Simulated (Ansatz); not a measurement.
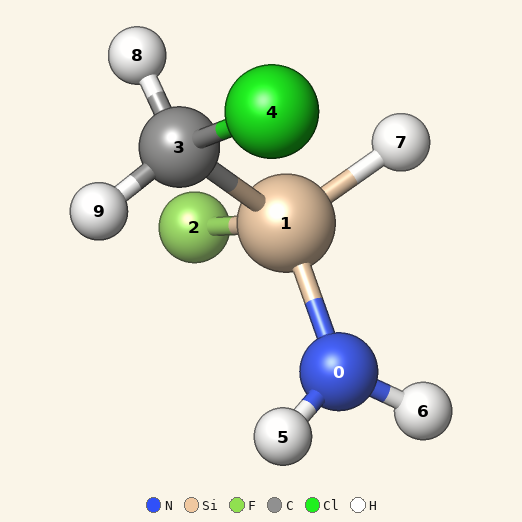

The structure as it stands in the input. Atoms are numbered from 0, in the order of the input.

The calculation was set up as follows.

```yaml
crystal:
  periodic: [false, false, false]
  atoms:
    - {symbol: N, position_ang: [-0.481783, -1.276894, -0.887170]}
    - {symbol: Si, position_ang: [0.095810, -0.513036, 0.503985]}
    - {symbol: F, position_ang: [1.542914, -1.029058, 0.973910]}
    - {symbol: C, position_ang: [0.356453, 1.315127, 0.192391]}
    - {symbol: Cl, position_ang: [-1.204550, 2.125477, -0.105267]}
    - {symbol: H, position_ang: [-0.161024, -1.067833, -1.816709]}
    - {symbol: H, position_ang: [-1.044947, -2.108429, -0.852345]}
    - {symbol: H, position_ang: [-0.837422, -0.787074, 1.615625]}
    - {symbol: H, position_ang: [0.821746, 1.797355, 1.052785]}
    - {symbol: H, position_ang: [0.995902, 1.493267, -0.674307]}
basis:
  gaussian: {orbitals: def2-TZVPP}
hamiltonian: {xc: {name: wB97X-V}}
output: {orbitals: {seedname: orbitals}}
```

Command:

```sh
ansatz run in.yaml --threads 4 --pin off --events-out ev --progress --plain --max-ram 10444MiB
```

Output:

```
Functional definition: wB97X-V
  name "wB97X-V"
  cite "Mardirossian & Head-Gordon, Phys. Chem. Chem. Phys. 16, 9904 (2014) doi:10.1039/C3CP54374A"
  cite "Becke, J. Chem. Phys. 107, 8554 (1997) doi:10.1063/1.475007"
  cite "Vydrov & Van Voorhis, J. Chem. Phys. 133, 244103 (2010) doi:10.1063/1.3521275"
  parameter omega = 0.3/bohr
  parameter cx = 0.167
  parameter cx1 = 0.603
  parameter cx2 = 1.194
  parameter css0 = 0.556
  parameter css1 = -0.257
  parameter cos0 = 1.219
  parameter cos1 = -1.850
  parameter b = 6.0
  parameter c = 0.01
  exchange = spin_sum(e_x_unif_sr(omega)*poly(b97_u_x, 1 - cx, cx1, cx2)) + cx*exact_x_sr(omega) + exact_x_lr(omega)
  correlation = spin_sum(e_c_pw_same_spin*poly(b97_u_same, css0, css1))
      + integral(e_c_pw_opposite_spin*poly(b97_u_opposite, cos0, cos1)) + vv10(b, c)
1387 factors; their error is unknown
293 factors; integrals over basis functions are off by at most 1.6e-5 eV
mean field evaluation 1: about -25721.5785 eV, gradient 5.6e1 eV
mean field evaluation 2: about -25722.6179 eV, gradient 5.1e1 eV
mean field evaluation 4: about -25726.8917 eV, gradient 1.9e0 eV
mean field evaluation 8: about -25726.9347 eV, gradient 4.9e-2 eV
mean field evaluation 16: about -25726.9347 eV, gradient 2.5e-5 eV
mean field -25726.93474662 eV, -945.4474135955 hartree, gradient 2.5e-5 eV, S^2 0.000000; 0 other end points of the search recorded, 0 dependent functions left out
reference -25726.93474468 eV, -945.4474135244 hartree; 29, 29 occupied and 218, 218 virtual orbitals, 1387 factors
Total energy: -25726.93474468 eV, -945.4474135244 hartree
```
